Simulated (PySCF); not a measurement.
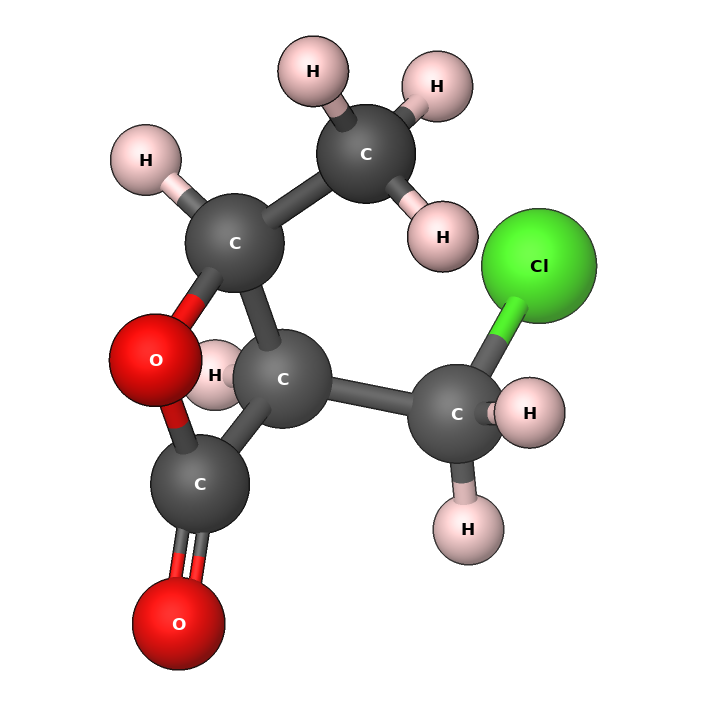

Computed geometry: GFN2-xTB optimisation. No frequency run is at hand to confirm it as a minimum.

Identify the structure.

It has 15 atoms: 5 carbon, 7 hydrogen, 1 chlorine and 2 oxygen (C5H7ClO2). Its SMILES string is `C[C@@H]1OC(=O)[C@@H]1CCl`. Independent rings (smallest set): 1 of 4 members. Among its groups: ester, C–Cl bond. This geometry has C1 symmetry. Coordination, clear cases only: 2 C tetrahedral; 1 O bent.

The parts below concern this one geometry. Atoms keep their numbers from picture to picture.

Geometry

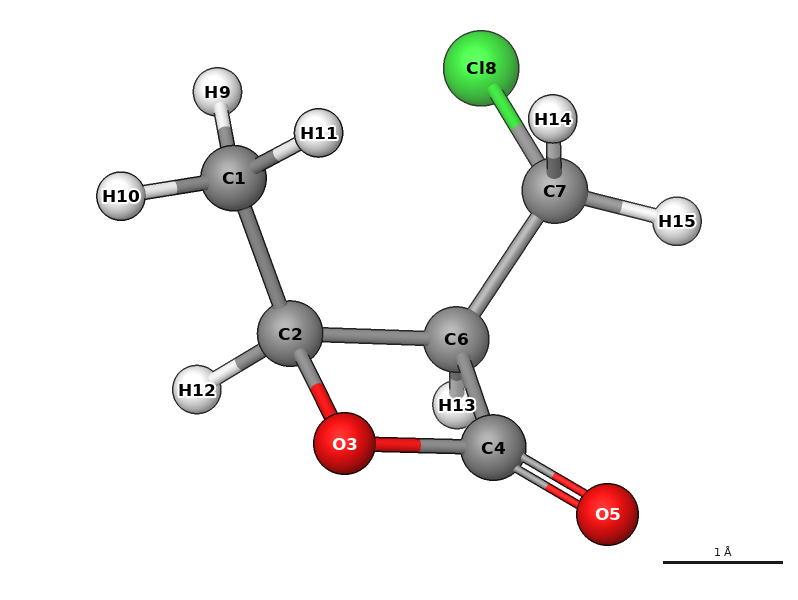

No frequency run is at hand to confirm it as a minimum.

Which atoms are bonded, and how long are the bonds?

```csv
bond,length (Å),order
C1–C2,1.513,single
C1–H9,1.086,single
C1–H10,1.087,single
C1–H11,1.087,single
C2–O3,1.452,single
C2–C6,1.548,single
C2–H12,1.093,single
O3–C4,1.347,single
C4–O5,1.187,double
C4–C6,1.530,single
C6–C7,1.511,single
C6–H13,1.092,single
C7–Cl8,1.791,single
C7–H14,1.089,single
C7–H15,1.090,single
```

NMR shielding

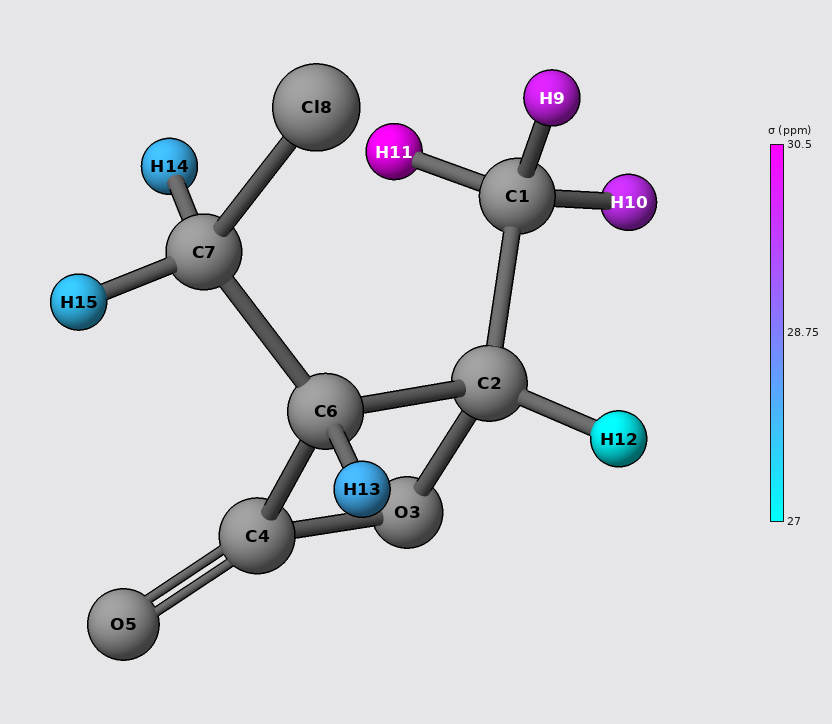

Atoms are coloured by their isotropic NMR shieldings (H only, the others grey). No frequency run is at hand to confirm it as a minimum. Properties computed with GIAO PBE0/pcSseg-1 NMR shielding, non-relativistic, gas phase (PySCF 2.14.0).

Give the isotropic NMR shieldings of the H atoms atom by atom.

```
atom  σ (ppm)
  H9    30.02
 H10    29.82
 H11    30.45
 H12    27.05
 H13    27.97
 H14    27.90
 H15    27.75
```

Dipole moment

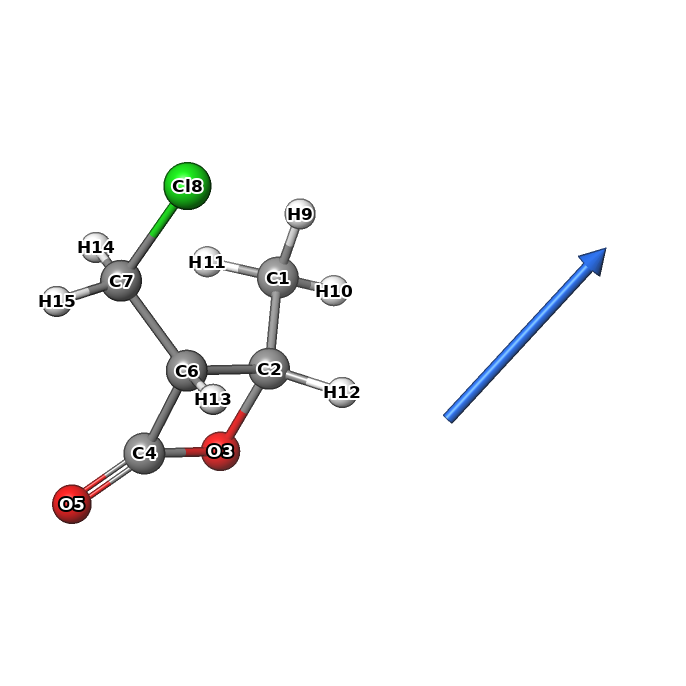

The arrow beside the molecule shows the direction of the dipole moment, from the negative to the positive end (its length means nothing). No frequency run is at hand to confirm it as a minimum. Properties computed with PBE0/pcSseg-1, gas phase (PySCF 2.14.0).

Estimate the dipole moment.

Answer. 2.63 D; it points from the side of O5 to the side of H9 (the outermost atoms at the two ends).

Ring current

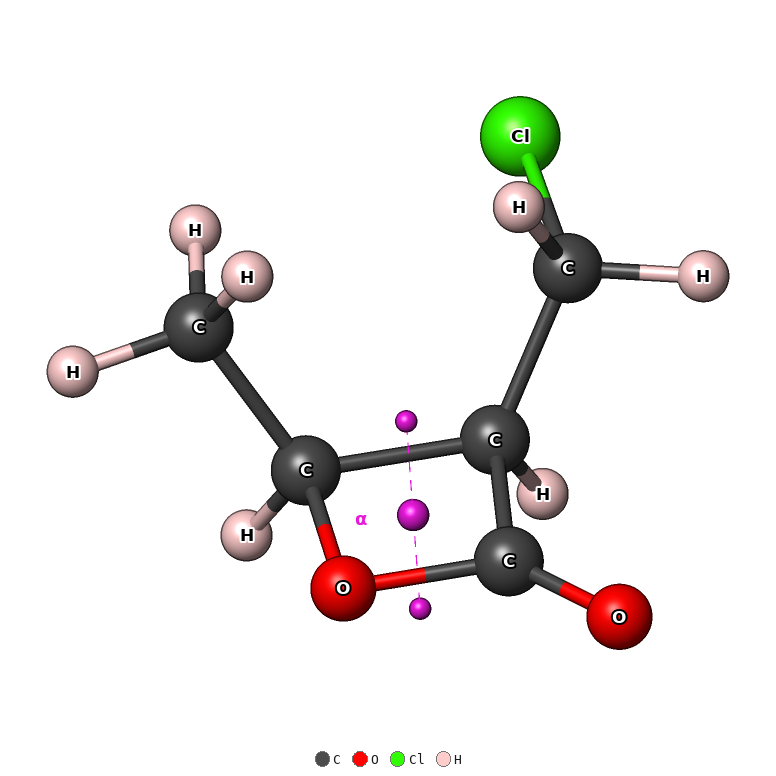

The small points mark where nucleus-independent chemical shifts (NICS) were computed: at the centre of each lettered ring and 1 Å above and below it. No frequency run is at hand to confirm it as a minimum. Method: GIAO PBE0/pcSseg-1 NMR shielding, non-relativistic, gas phase (PySCF 2.14.0).

Give NICS(0), NICS(1) and the out-of-plane component NICS(1)zz for each ring (means of the two sides).

```
ring  members  NICS(0)  NICS(1)  NICS(1)zz
   α      C3O     −3.5     −2.1       −0.6
```

Values in ppm.
